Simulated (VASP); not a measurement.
Band structure of BPO₄ (space group I-4). These are PBEsol GGA, VASP's PBE PAW potentials (set 64) (plane waves; VASP) values and carry that method's errors.

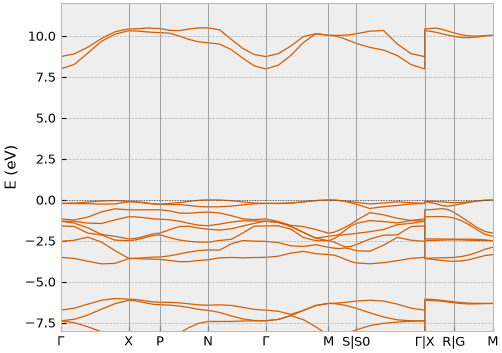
*Bands along high-symmetry lines, zero at the valence-band maximum or, without a gap, the Fermi level*

### Question
Read the plot: is there a gap, and where are the band edges?

### Answer
The gap is indirect, 7.99 eV, from the valence maximum at N to the conduction minimum at Γ.

The structure comes from a computed database's BPO4 entry (I-4); how it stands against other phases isn't given here. The cell was not relaxed at this level.
